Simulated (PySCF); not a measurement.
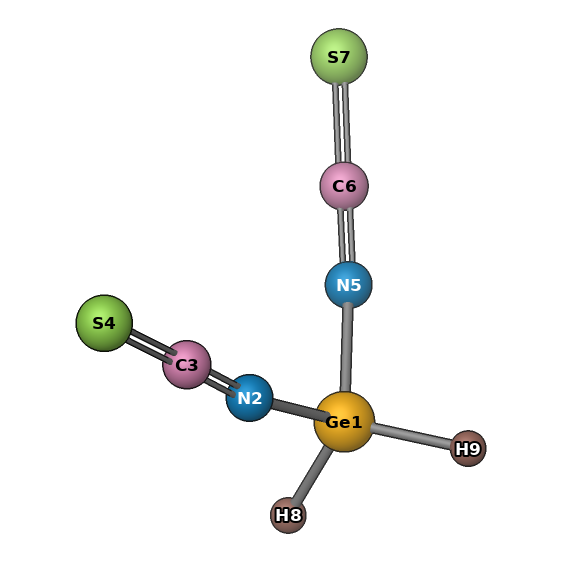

Computed geometry: PBE0-D3(BJ)/def2-SVP optimisation. No frequency run is at hand to confirm it as a minimum. Method: delta-SCF UKS SCAN, pcX-2 on the ionised atom (unc-x2c-TZVPall on a metal), pcseg-1 elsewhere, spin-free X2C (PySCF 2.14.0).

Give the core-electron binding energies (to vacuum; p and d levels without spin–orbit splitting) of N2 1s, C3 1s, S4 1s, S4 2p.

```tsv
atom	level	binding energy (eV)
N2	1s	405.1
C3	1s	293.3
S4	1s	2477.2
S4	2p	169.7
```
